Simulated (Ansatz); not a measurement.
# RhN: the order of phases at one pressure

Aim: bring RhN in several structures (CsCl, zincblende, NiAs, wurtzite) to one pressure and rank them by enthalpy. The pressure is set by scaling the first phase. The runs shown use LAPW. Companion runs by PAW are cited.

Computed with Ansatz 0.2.0 (DFT, PBE, all-electron LAPW, scalar-relativistic, unless a step's input says otherwise).

## (1) The structure to begin with

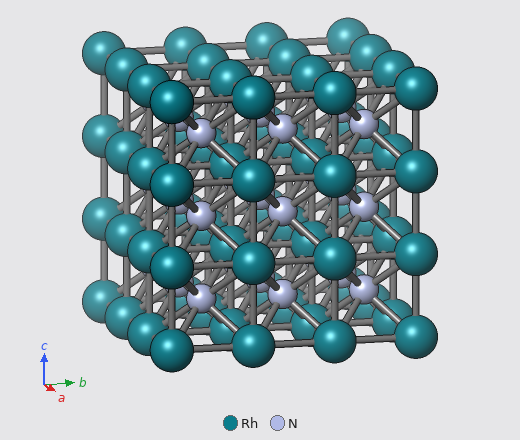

Start, viewed slightly off an axis; rhodium blue, nitrogen light blue. 3×3×3 cells are drawn. Atoms on the faces are drawn again on the opposite ones.

As a file:

```xyz
2
Lattice="2.2443 0.0000 0.0000 0.0000 2.2443 0.0000 0.0000 0.0000 2.2443" Properties=species:S:1:pos:R:3 pbc="T T T"
Rh    0.0000    0.0000    0.0000
N     1.1221    1.1221    1.1221
```

Atoms are numbered in the order of the input: Rh1, N2.

## (2) CsCl relaxed under pressure, LAPW

input.yaml reads:

```yaml
crystal:
  lattice:
    - [2.2442662409, 0.0, 0.0]
    - [0.0, 2.2442662409, 0.0]
    - [0.0, 0.0, 2.2442662409]
  atoms:
    - { symbol: Rh, position: [0.0, 0.0, 0.0] }
    - { symbol: "N", position: [0.5, 0.5, 0.5] }
kpoints:
  mp_grid: { grid: [17, 17, 17] }
scf:
  occupations: { method: fermi_dirac, width: 0.08 }
hamiltonian:
  xc: pbe
  pseudopotentials: { kind: all_electron, lapw: { basis_error: 0.0005 } }
output:
  forces: true
  stress: true
  eigenvalues: true
relax:
  f_tol: 0.005
  max_steps: 12
  cell: { p_target: 560.0, stress_tol: 0.28 }
```

Launch:

```console
> ansatz run input.yaml --threads 1 --pin off --max-ram 3584MiB --backend cpu --events-out ev --progress --plain --runs-dir out
```

The program printed, cut to the lines that bear on the results:

```text
[...]
LAPW: plane waves up to 11.329 Å⁻¹, error target 5.0e-4 eV per atom; small_component_spin mean_spin; N in spheres of 0.827 Å, 7 of its electrons in bands, Dirac shells []; Rh in spheres of 1.059 Å, 35 of its electrons in bands, Dirac shells []
[...]
Pseudopotentials: kind: all_electron
Pseudopotential: Rh, LAPW, valence charge 35, Koelling and Harmon's equation, gaussian nucleus
Pseudopotential: N, LAPW, valence charge 7, Koelling and Harmon's equation, gaussian nucleus
Functional definition: PBE
[...]
Crystal: 2 atoms, lattice volume = 11.304 Å³
Basis set: ecut = 489.0281867990798 eV, 257 PW (Γ), exchange–correlation at level 2
Bands: 26, of which v1, the nominal top of the filled ones, is band 21 counted from 1 (20 counted from 0)
Symmetry: 48 space group operations
Space group: Pm-3m (ITA 221), of the structure as read, at distance tolerance 2.2e-5 Å
k-points: 165 of 4913
[...]
SCF iter   1: F=—  HF=-131668.072412 eV  |F-HF|=—  |Δ(HF+E_count)|=         —  Δρ=2.19e-1  dr2=4.91e0  ethr=1.17e-2  ⟨swp⟩=2.0  Hψ=28729  notcnv=0
[...]
the basis was enlarged: its passes take 442.2 KiB over the memory plan, 1 of 1 planned eigensolver slots
[...]
relax step   1: F+E_penalty+E_count = -131665.91373861 eV  Δ(F+E_penalty+E_count) = +0.000e0 eV  max|allowed force component| = 4.437e-30 eV/Å  Δτ_max = 0.0000 Å  P = +560.668 GPa  Ω = 11.304 Å³  (7 SCF iters, accepted)
[...]
relax step   2: F+E_penalty+E_count = -131665.92936477 eV  Δ(F+E_penalty+E_count) = -1.563e-2 eV  max|allowed force component| = 1.381e-30 eV/Å  Δτ_max = 0.0000 Å  P = +559.776 GPa  Ω = 11.308 Å³  (3 SCF iters, accepted)
[...]
relax step   3: F+E_penalty+E_count = -131665.92936478 eV  Δ(F+E_penalty+E_count) = -1.013e-8 eV  max|allowed force component| = 1.052e-30 eV/Å  Δτ_max = 0.0000 Å  P = +559.769 GPa  Ω = 11.308 Å³  stress off target by 2.31e-1 GPa  SCF on the basis re-selected at this cell (its energy is [...]
SCF converged after 2 iterations
Free energy (F): -131665.929365 eV
[...]
E sigma→0 (E₀):  -131665.919324 eV
Entropy (-TS):   -0.020082 eV (-10.041 meV/atom)
Fermi energy:    41.896056 eV
[...]
--- Forces (eV/Å), atoms counted from 1 ---
  atom   1  Rh    -0.00000000    -0.00000000    -0.00000000
  atom   2  N      0.00000000    -0.00000000     0.00000000
[...]
--- Stress (GPa, compression-positive) ---
      559.769379      -0.000000       0.000000
       -0.000000     559.769379       0.000000
        0.000000       0.000000     559.769379
  P = ⅓ Tr σ = 559.7694 GPa (5597.694 kbar)
--- Band table (eV; the first three rows and the last of 165) ---
[... band rows left out ...]
[...]
--- Relaxed structure (2 steps of the walk, 2 accepted, 1 SCFs on fresh bases) ---
  F+E_penalty+E_count = -131665.92936478 eV   max|allowed force component| = 1.052e-30 eV/Å   (the final SCF, on the basis selected at the relaxed cell)
  cell:  # Å, volume = 11.3082 Å³
    - [2.2445619589633883, -1.2839532962581572e-34, 0.0]
    - [-1.2839532962581572e-34, 2.2445619589633883, 0.0]
    - [0.0, 0.0, 2.2445619589633883]
  atoms:
    - { symbol: Rh, position: [-1.256727927116218e-88, 1.3967378491313502e-38, -2.0951067736970254e-38] }
    - { symbol: N, position: [0.5, 0.5, 0.5] }
```

Run time: 43 s. Hardware: 1 thread of Intel Xeon Platinum 8488C (Sapphire Rapids), shared host; peak memory 0.65 GiB.

Relaxation path:

| step | energy from step 1 (eV/cell) | largest force component (eV/Å) | pressure (GPa) | volume (Å³) |
| --- | --- | --- | --- | --- |
| 1 | 0.0000 | 0.0000 | 560.67 | 11.30 |
| 2 | -0.0156 | 0.0000 | 559.78 | 11.31 |
| 3 | -0.0156 | 0.0000 | 559.77 | 11.31 |

Step 1 is the start. Step 3 repeats the geometry before on a plane-wave basis chosen anew for that cell, so the energy can jump there without any move; the table keeps such jumps.

| input's cell | before | after | change |
| --- | --- | --- | --- |
| a (Å) | 2.244 | 2.245 | +0.0 % |
| b (Å) | 2.244 | 2.245 | +0.0 % |
| c (Å) | 2.244 | 2.245 | +0.0 % |
| volume (Å³/atom) | 5.65 | 5.65 | +0.0 % |

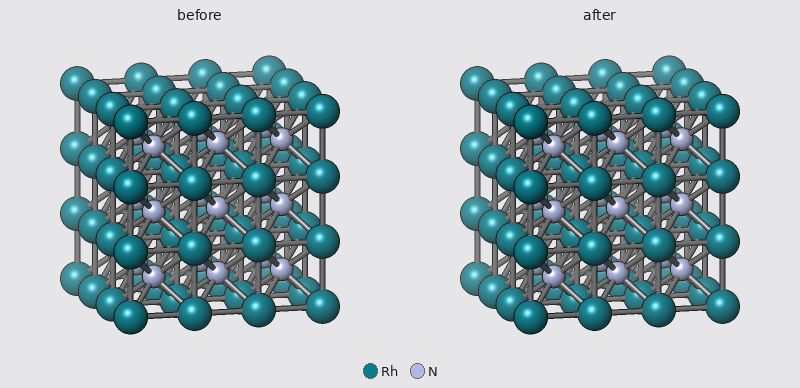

Before and after, at one scale.

Read from it: pressure 559.77 GPa; no gap.

## (3) Zincblende relaxed under pressure, LAPW

input.yaml reads:

```yaml
crystal:
  lattice:
    - [0.0, 1.8700467994, 1.8700467994]
    - [1.8700467994, 0.0, 1.8700467994]
    - [1.8700467994, 1.8700467994, 0.0]
  atoms:
    - { symbol: Rh, position: [0.0, 0.0, 0.0] }
    - { symbol: "N", position: [0.25, 0.25, 0.25] }
kpoints:
  mp_grid: { grid: [18, 18, 18] }
scf:
  occupations: { method: fermi_dirac, width: 0.08 }
hamiltonian:
  xc: pbe
  pseudopotentials: { kind: all_electron, lapw: { basis_error: 0.0005 } }
output:
  forces: true
  stress: true
  eigenvalues: true
relax:
  f_tol: 0.005
  max_steps: 12
  cell: { p_target: 560.0, stress_tol: 0.28 }
```

Launch:

```console
> ansatz run input.yaml --threads 1 --pin off --max-ram 3584MiB --backend cpu --events-out ev --progress --plain --runs-dir out
```

The program printed, cut to the lines that bear on the results:

```text
[...]
LAPW: plane waves up to 13.463 Å⁻¹, error target 5.0e-4 eV per atom; small_component_spin mean_spin; N in spheres of 0.686 Å, 7 of its electrons in bands, Dirac shells []; Rh in spheres of 0.885 Å, 35 of its electrons in bands, Dirac shells []
[...]
Pseudopotentials: kind: all_electron
Pseudopotential: Rh, LAPW, valence charge 35, Koelling and Harmon's equation, gaussian nucleus
Pseudopotential: N, LAPW, valence charge 7, Koelling and Harmon's equation, gaussian nucleus
Functional definition: PBE
[...]
Crystal: 2 atoms, lattice volume = 13.079 Å³
Basis set: ecut = 690.5172826467738 eV, 537 PW (Γ), exchange–correlation at level 2
Bands: 26, of which v1, the nominal top of the filled ones, is band 21 counted from 1 (20 counted from 0)
Symmetry: 24 space group operations
Space group: F-43m (ITA 216), of the structure as read, at distance tolerance 2.4e-5 Å
[...]
Entropy (-TS):   -0.011108 eV (-5.554 meV/atom)
Fermi energy:    37.330905 eV
[...]
--- Forces (eV/Å), atoms counted from 1 ---
  atom   1  Rh    -0.00000000     0.00000000    -0.00000000
  atom   2  N      0.00000000    -0.00000000     0.00000000
[...]
--- Stress (GPa, compression-positive) ---
      559.755988       0.000000       0.000000
        0.000000     559.755988       0.000000
        0.000000       0.000000     559.755988
  P = ⅓ Tr σ = 559.7560 GPa (5597.560 kbar)
--- Band table (eV; the first three rows and the last of 195) ---
[...]
--- Relaxed structure (1 steps of the walk, 1 accepted, 1 SCFs on fresh bases) ---
  F+E_penalty+E_count = -131665.20317404 eV   max|allowed force component| = 3.701e-16 eV/Å   (the final SCF, on the basis selected at the relaxed cell)
  cell:  # Å, volume = 13.0794 Å³
    - [0.0, 1.8700467994, 1.8700467994]
    - [1.8700467994, 0.0, 1.8700467994]
    - [1.8700467994, 1.8700467994, 0.0]
  atoms:
    - { symbol: Rh, position: [0.0, 0.0, 0.0] }
    - { symbol: N, position: [0.24999999999999997, 0.24999999999999997, 0.24999999999999997] }
```

It took 81 s on 1 thread of Intel Xeon Platinum 8488C (Sapphire Rapids), shared host; peak memory 0.72 GiB.

Relaxation path:

| step | energy from step 1 (eV/cell) | largest force component (eV/Å) | pressure (GPa) | volume (Å³) |
| --- | --- | --- | --- | --- |
| 1 | 0.0000 | 0.0000 | 559.76 | 13.08 |
| 2 | 0.0000 | 0.0000 | 559.76 | 13.08 |

Step 1 is the start. Step 2 repeats the geometry before on a plane-wave basis chosen anew for that cell, so the energy can jump there without any move; the table keeps such jumps.

| input's cell | before | after | change |
| --- | --- | --- | --- |
| a (Å) | 2.645 | 2.645 | -0.0 % |
| b (Å) | 2.645 | 2.645 | -0.0 % |
| c (Å) | 2.645 | 2.645 | -0.0 % |
| volume (Å³/atom) | 6.54 | 6.54 | -0.0 % |

This run gives: pressure 559.76 GPa; no gap.

## (4) NiAs at the cell that PAW relaxed, LAPW

input.yaml reads:

```yaml
crystal:
  lattice:
    - [2.318344202, 0.0, 0.0]
    - [-1.159172101, 2.0077449736, 0.0]
    - [0.0, 0.0, 4.9672486414]
  atoms:
    - { symbol: Rh, position: [0.0, 0.0, 0.0] }
    - { symbol: Rh, position: [0.0, 0.0, 0.5] }
    - { symbol: "N", position: [0.3333333333, 0.6666666667, 0.25] }
    - { symbol: "N", position: [0.6666666667, 0.3333333333, 0.75] }
kpoints:
  mp_grid: { grid: [13, 13, 8] }
scf:
  occupations: { method: fermi_dirac, width: 0.08 }
hamiltonian:
  xc: pbe
  pseudopotentials: { kind: all_electron, lapw: { basis_error: 0.0005 } }
output:
  forces: true
  stress: true
  eigenvalues: true
  populations: true
```

Launch:

```console
> ansatz run input.yaml --threads 1 --pin off --max-ram 3584MiB --backend cpu --events-out ev --progress --plain --runs-dir out
```

The program printed, cut to the lines that bear on the results:

```text
Rh: projections on atomic orbitals take those of the free atom 1s2 2s2 2p6 3s2 3p6 3d10 4s2 4p6 4d8 5s1, of charge +0.00 (hamiltonian.pseudopotentials.projection_atoms)
N: projections on atomic orbitals take those of the free atom 1s2 2s2 2p3, of charge +0.00 (hamiltonian.pseudopotentials.projection_atoms)
LAPW: plane waves up to 11.684 Å⁻¹, error target 5.0e-4 eV per atom; small_component_spin mean_spin; N in spheres of 0.800 Å, 7 of its electrons in bands, Dirac shells []; Rh in spheres of 1.026 Å, 35 of its electrons in bands, Dirac shells []
[...]
Pseudopotentials: kind: all_electron
Pseudopotential: Rh, LAPW, valence charge 35, Koelling and Harmon's equation, gaussian nucleus
Pseudopotential: N, LAPW, valence charge 7, Koelling and Harmon's equation, gaussian nucleus
Functional definition: PBE
[...]
Crystal: 4 atoms, lattice volume = 23.121 Å³
[...]
SCF converged after 10 iterations
Free energy (F): -263333.258672 eV
[...]
E sigma→0 (E₀):  -263333.239886 eV
Entropy (-TS):   -0.037571 eV (-9.393 meV/atom)
Fermi energy:    40.754884 eV
[...]
--- Forces (eV/Å), atoms counted from 1 ---
  atom   1  Rh    -0.00000000    -0.00000000    -0.00000000
  atom   2  Rh     0.00000000    -0.00000000     0.00000000
  atom   3  N      0.00000000    -0.00000000     0.00000000
  atom   4  N     -0.00000000     0.00000000     0.00000000
[...]
--- Stress (GPa, compression-positive) ---
      560.542069       0.000000       0.000000
       -0.000000     560.542069       0.000000
        0.000000       0.000000     560.545530
  P = ⅓ Tr σ = 560.5432 GPa (5605.432 kbar)
--- Band table (eV; the first three rows and the last of 105) ---
[...]
--- Löwdin populations: 4 sites ---
  site symbol       q [e]
     0     Rh     44.2312
     1     Rh     44.2312
     2      N      7.6652
     3      N      7.6652
  spilling = 0.001992 (of n_electrons = 104.000000)
```

It took 73 s on 1 thread of Intel Xeon Platinum 8488C (Sapphire Rapids), shared host; peak memory 0.94 GiB.

Read from it: pressure 560.54 GPa; no gap.

## (5) Wurtzite at the cell that PAW relaxed, LAPW

input.yaml reads:

```yaml
crystal:
  lattice:
    - [2.1991858962, 0.0, 0.0]
    - [-1.0995929481, 1.9045508537, 0.0]
    - [0.0, 0.0, 5.8287188379]
  atoms:
    - { symbol: Rh, position: [0.3333333333, 0.6666666667, 0.0467888288] }
    - { symbol: Rh, position: [0.6666666667, 0.3333333333, 0.5467888288] }
    - { symbol: "N", position: [0.3333333333, 0.6666666667, 0.3292111712] }
    - { symbol: "N", position: [0.6666666667, 0.3333333333, 0.8292111712] }
kpoints:
  mp_grid: { grid: [14, 14, 8] }
scf:
  occupations: { method: fermi_dirac, width: 0.08 }
hamiltonian:
  xc: pbe
  pseudopotentials: { kind: all_electron, lapw: { basis_error: 0.0005 } }
output:
  forces: true
  stress: true
  eigenvalues: true
  populations: true
```

Launch:

```console
> ansatz run input.yaml --threads 1 --pin off --max-ram 3584MiB --backend cpu --events-out ev --progress --plain --runs-dir out
```

The program printed, cut to the lines that bear on the results:

```text
Rh: projections on atomic orbitals take those of the free atom 1s2 2s2 2p6 3s2 3p6 3d10 4s2 4p6 4d8 5s1, of charge +0.00 (hamiltonian.pseudopotentials.projection_atoms)
N: projections on atomic orbitals take those of the free atom 1s2 2s2 2p3, of charge +0.00 (hamiltonian.pseudopotentials.projection_atoms)
LAPW: plane waves up to 12.886 Å⁻¹, error target 5.0e-4 eV per atom; small_component_spin mean_spin; N in spheres of 0.720 Å, 7 of its electrons in bands, Dirac shells []; Rh in spheres of 0.927 Å, 35 of its electrons in bands, Dirac shells []
[...]
Pseudopotentials: kind: all_electron
Pseudopotential: Rh, LAPW, valence charge 35, Koelling and Harmon's equation, gaussian nucleus
Pseudopotential: N, LAPW, valence charge 7, Koelling and Harmon's equation, gaussian nucleus
Functional definition: PBE
[...]
Crystal: 4 atoms, lattice volume = 24.413 Å³
[...]
SCF converged after 9 iterations
Free energy (F): -263331.688506 eV
[...]
E sigma→0 (E₀):  -263331.672017 eV
Entropy (-TS):   -0.032979 eV (-8.245 meV/atom)
Fermi energy:    38.244879 eV
[...]
--- Forces (eV/Å), atoms counted from 1 ---
  atom   1  Rh     0.00000000     0.00000000     0.06299850
  atom   2  Rh     0.00000000    -0.00000000     0.06299850
  atom   3  N      0.00000000     0.00000000    -0.06308494
  atom   4  N     -0.00000000    -0.00000000    -0.06308494
[...]
--- Stress (GPa, compression-positive) ---
      561.062126       0.000000       0.000000
        0.000000     561.062126       0.000000
        0.000000       0.000000     560.673589
  P = ⅓ Tr σ = 560.9326 GPa (5609.326 kbar)
--- Band table (eV; the first three rows and the last of 120) ---
[...]
--- Löwdin populations: 4 sites ---
  site symbol       q [e]
     0     Rh     44.2598
     1     Rh     44.2598
     2      N      7.6168
     3      N      7.6168
  spilling = 0.002373 (of n_electrons = 104.000000)
```

It took 2.4 min on 1 thread of Intel Xeon Platinum 8488C (Sapphire Rapids), shared host; peak memory 0.93 GiB.

In short: pressure 560.93 GPa; no gap; largest force 0.063 eV/Å.

## (6) The series in one table

The PAW rows are taken from companion runs at the same settings.

Enthalpy per atom, H = F + pV at p = 560 GPa, from each method's lowest phase:

| method | start | space group, start → end | volume (Å³/atom) | pressure (GPa) | enthalpy (meV/atom) |
| --- | --- | --- | --- | --- | --- |
| LAPW | CsCl | Pm-3m → Pm-3m | 5.654 | 559.8 | 0.0 |
| LAPW | zincblende | F-43m → F-43m | 6.540 | 559.8 | 3458.4 |
| LAPW, at PAW's cell | NiAs | P6_3/mmc | 5.780 | 560.5 | 90.7 |
| LAPW, at PAW's cell | wurtzite | P6_3mc | 6.103 | 560.9 | 1612.7 |
| PAW | CsCl | Pm-3m → Pm-3m | 5.652 | 560.2 | 0.0 |
| PAW | zincblende | F-43m → F-43m | 6.540 | 560.0 | 3455.8 |
| PAW | NiAs | P6_3/mmc → P6_3/mmc | 5.780 | 560.0 | 89.4 |
| PAW | wurtzite | P6_3mc → P6_3mc | 6.103 | 560.0 | 1603.3 |

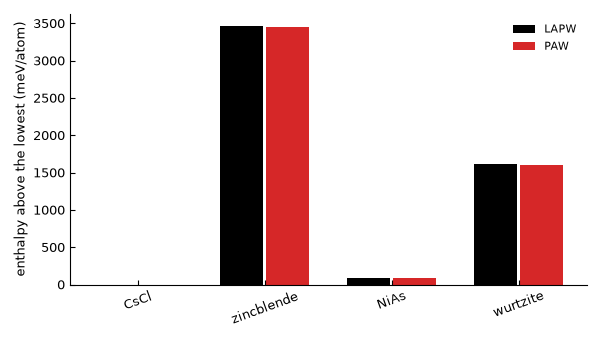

Enthalpy of each start above the lowest.

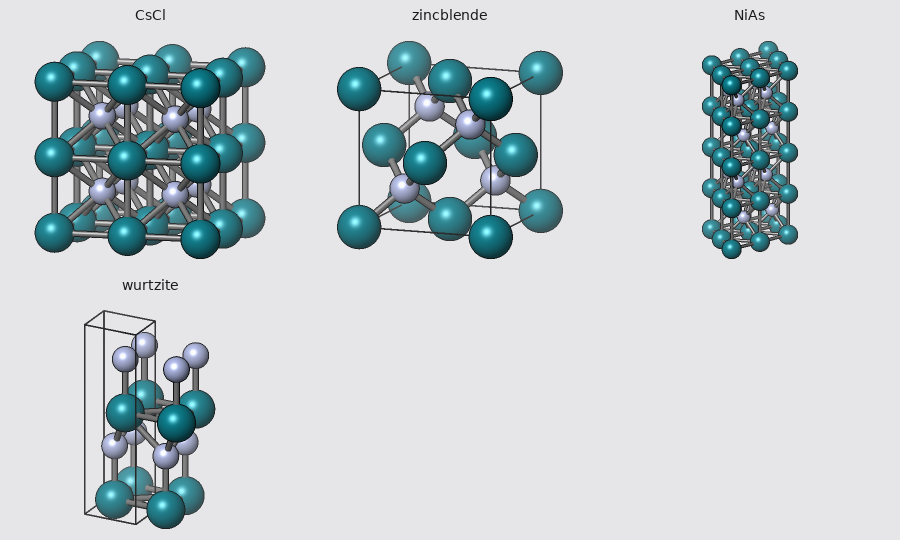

The relaxed phases, each at its own scale.

## (7) Outcome

| quantity | value |
| --- | --- |
| pressure | 560 GPa |
| lowest (LAPW) | CsCl, 90.7 meV/atom under NiAs |
| lowest (PAW) | CsCl, 89.4 meV/atom under NiAs |

**Reading.** By LAPW the order is CsCl < NiAs < wurtzite < zincblende. By PAW the order is CsCl < NiAs < wurtzite < zincblende. The methods agree on the lowest phase. Only these structures were tried, with electrons smeared by 0.08 eV and without vibrations, so the true ground state may be another. The k meshes differ between phases and weren't tested, which can move differences by some meV.
